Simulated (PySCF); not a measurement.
**Frequency calculation, with input and output: TaOCl₃**

TaOCl₃, computed with RKS-based PBE0, Ta def2-SVP with ECP60, O def2-SVP, Cl def2-SVP; non-relativistic Hamiltonian with a scalar-relativistic core potential; density fitting (PySCF 2.14.0).

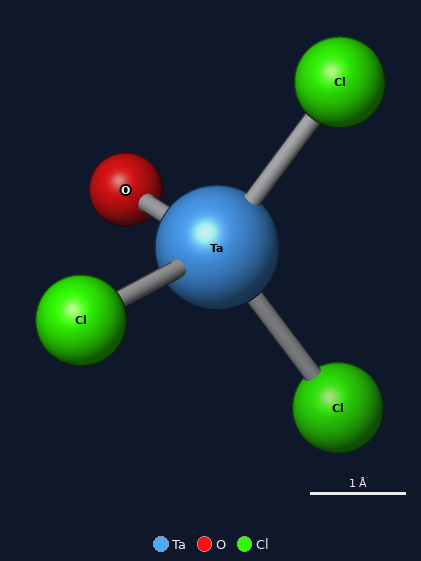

The structure as given in the input (ball-and-stick view, seen at a tilt). Sticks mark near contacts.

### Results in brief

| quantity | value |
| --- | --- |
| outcome | converged |
| total energy | −1512.079696 hartree |
| HOMO | −9.82 eV |
| LUMO | −2.80 eV |
| zero-point energy | 0.006914 hartree |
| dipole moment | 1.54 D |
| wavenumbers, lowest and highest | 102 and 1038 cm⁻¹ |
| hardware | 2 threads of Arm Neoverse V2, 24 GiB of memory available, shared host |
| wall time | 56 s (CPU time 1.7 min) |
| peak memory | 1.4 GiB |

### Input
```python
from pyscf import gto, scf, dft
mol = gto.M(atom='''
Ta    -0.000000    -0.117045    -0.082763
O     -0.000000    -1.505762    -1.064731
Cl     1.900843    -0.208740     1.196497
Cl    -1.900843    -0.208740     1.196497
Cl     0.000000     1.692099    -1.491704''',
    basis={'Ta': 'def2-SVP', 'O': 'def2-SVP', 'Cl': 'def2-SVP'},
    ecp={'Ta': 'def2-SVP'},
    charge=0, spin=0)
mf = dft.RKS(mol, xc='PBE0')
mf.grids.atom_grid = (75, 302)
aux = {'Ta': 'def2-universal-JKFIT', 'O': 'def2-universal-JKFIT', 'Cl': 'def2-universal-JKFIT'}
mf = mf.density_fit(auxbasis=aux)
mf.conv_tol = 1e-09
mf.diis_space = 10
mf.max_cycle = 60
mf.verbose = 4
mf.kernel()
```

The script is an equivalent of the set-up of the self-consistent field. The run itself was carried out by a driver, which started from the orbitals of the step before it where there was one and computed the further properties.

Command:
```bash
OMP_NUM_THREADS=2 python axn.py task.json out
```

### Output
```
init E= -1512.07969568621
  HOMO = -0.360836200630399  LUMO = -0.102839665410967  gap/eV = 7.02044
cycle= 1 E= -1512.07969568621  delta_E= 4.32e-12  |g|= 6.9e-06  |ddm|= 5.95e-06
  HOMO = -0.360835622521686  LUMO = -0.10284048474295  gap/eV = 7.02041
Extra cycle  E= -1512.07969568611  delta_E= 9.48e-11  |g|= 2.17e-05  |ddm|= 1.88e-05
converged SCF energy = -1512.07969568611
```

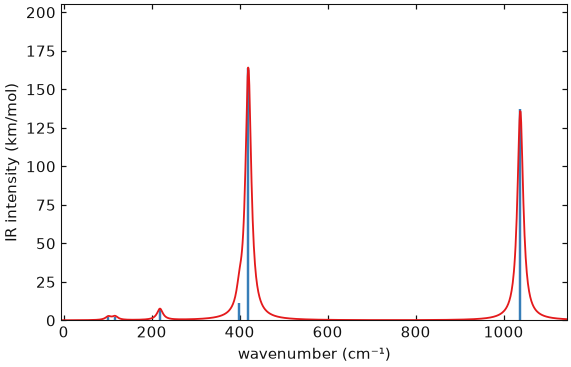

Harmonic infrared spectrum, unscaled: sticks (degenerate modes added up, dark ones marked on the axis) with a Lorentzian envelope of 16 cm⁻¹ full width, scaled to the tallest stick. 9 modes from 102 to 1038 cm⁻¹, none imaginary. The strongest line is at 420 cm⁻¹ (164 km/mol). All modes, in cm⁻¹ (km/mol): 102 (1.1), 102 (1.1), 117 (2.4), 219 (3.7), 219 (3.7), 399 (11.0), 420 (82), 420 (82), 1038 (138).

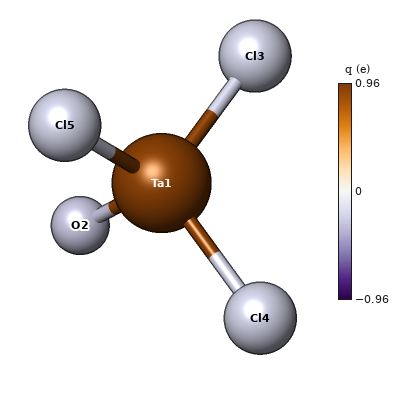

Mulliken charges, as the colour of each atom (ball-and-stick view, seen at a tilt; atoms are numbered from 1 in the order of the input). By element: Ta +0.91, O −0.27 and Cl −0.21 e.
